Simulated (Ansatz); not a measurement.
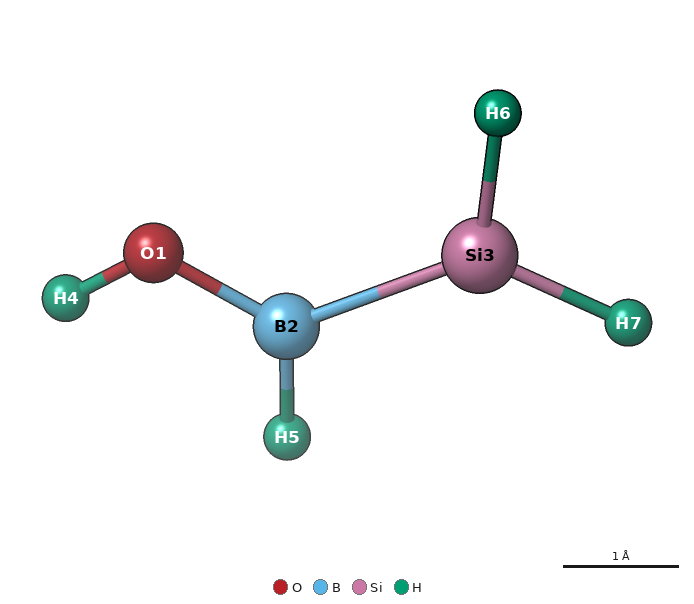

Orthographic view. Depth is shown by fading: the farther an atom, the more it takes the colour of the background. State: neutral, doublet. The computed structure is the end point of a PBE0-D4/def2-TZVP optimisation. No frequency run is at hand to confirm it as a minimum.

Give the geometry as a Z-matrix, atoms in numerical order, with these reference atoms: 2 to 1; 3 to 2, 1; 4 to 1, 2, 3; 5 to 2, 1, 4; 6 to 3, 2, 5; 7 to 3, 6, 2.

```
O  
B    1   1.358
Si   2   1.968   1   119.9
H    1   0.961   2   113.2   3  -178.6
H    2   1.203   1   120.7   4    -0.1
H    3   1.483   2   124.9   5   173.9
H    3   1.482   6   112.8   2   166.8
```
